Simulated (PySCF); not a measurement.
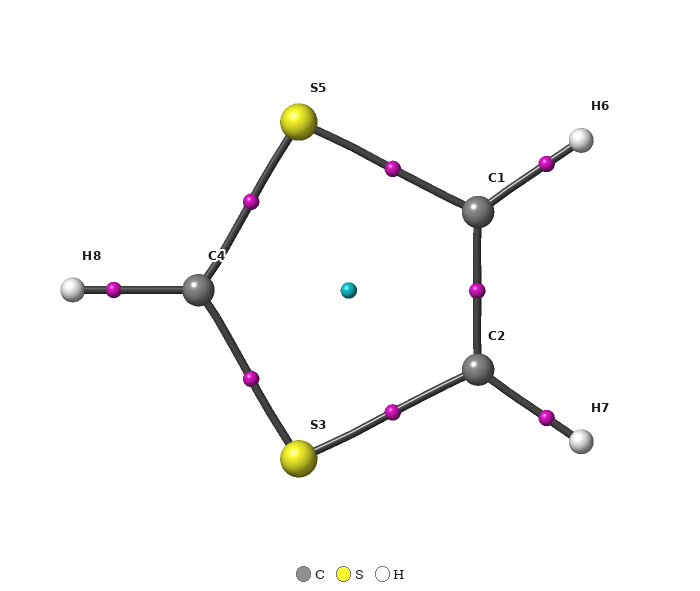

Figure 1: C3H3S2, charge +1, SMILES `c1cs[cH+]s1`. Molecular graph of the electron density (QTAIM): bond paths, bond critical points (magenta), ring points (cyan, if any); weak paths are dashed.

Method: PBE0/def2-TZVP; geometry: GFN2-xTB; program: PySCF. No frequency check shows the geometry to be a minimum. GFN2-xTB bond lengths at metals and heavier atoms can be off by up to 0.1 Å and shapes distorted, which carries into these values.

Question: How many critical points of each kind are there, and does the count close?

Answer: 8 nuclei, 8 bond, 1 ring and 0 cage critical points: 8 − 8 + 1 − 0 = 1, as the Poincaré–Hopf relation requires.

Question: Tabulate density, Laplacian, ellipticity and energy density at the bond critical points (atomic units).

Answer:
```
           bond  length (Å)  ρ (a.u.)  ∇²ρ (a.u.)     ε  H (a.u.)
          C1–C2       1.348     0.340       −1.02  0.28    −0.389
          C4–H8       1.077     0.292       −1.11  0.01    −0.307
C1–H6 (2 alike)       1.077     0.291       −1.09  0.01    −0.304
S3–C4 (2 alike)       1.678     0.233       −0.56  0.32    −0.237
C2–S3 (2 alike)       1.717     0.220       −0.47  0.21    −0.188
```

Question: What kind of interaction is C4–H8?

Answer: Shared-shell (covalent): ρ = 0.292, ∇²ρ = −1.11, H = −0.307 a.u.

Run time: 38 s on 1 thread of Intel(R) Xeon(R) Processor @ 2.50GHz (Skylake/Cascade Lake) (shared host), peak memory 0.68 GiB.
